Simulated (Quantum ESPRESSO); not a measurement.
# Voltage at the next charge: Pb(111), 4 layers, one monolayer of Li on fcc sites against an electrode

How the rows were computed: Quantum ESPRESSO 7.5, PBE, GBRV ultrasoft; ESM with bc3, a metal electrode 5.69 Å above the top atoms; cell area 10.610 Å²; ions fixed. V is the potential energy of an electron at the electrode over the slab's Fermi level, divided by e, so that it equals the work function at zero charge; positive charge removes electrons.

| charge (e a cell) | V (V) |
| --- | --- |
| 0 | 3.294 |
| 0.0159 | 4.262 |
| 0.0318 | 5.266 |

**Question.** What is V at a charge of 0.0637 e, and what capacitance do the rows imply?

**Fit.** The last two rows give dV/dq = (5.266 − 4.262)/(0.0318 − 0.0159) = 63.1 V/e, so C = 1602/(10.610 × 63.1) = 2.39 µF/cm², an effective gap of 8.854/2.39 = 3.70 Å. At constant C, V = 5.266 + 63.1 × 0.0319 = 7.28 V.

**Check.** V = 7.373 V; the estimate misses by −0.09 V, 4.4 % of the step. Over the three intervals C goes 2.48, 2.39 and 2.29 µF/cm²: it falls as electrons leave, the surface charge drawing back towards the atoms.

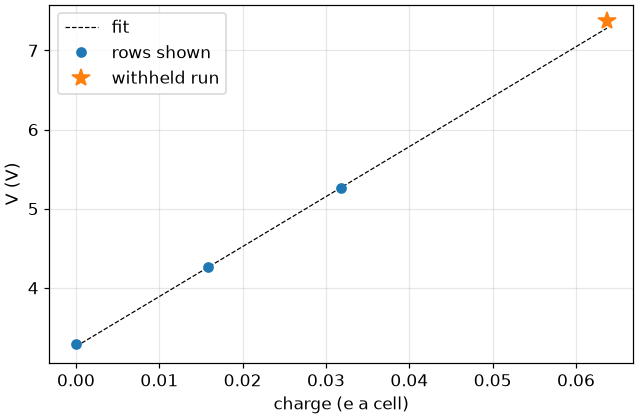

The rows shown, the fit and the withheld run.

**Limits.** Vacuum fills the gap; a dielectric or electrolyte would change C. The slab is thin.
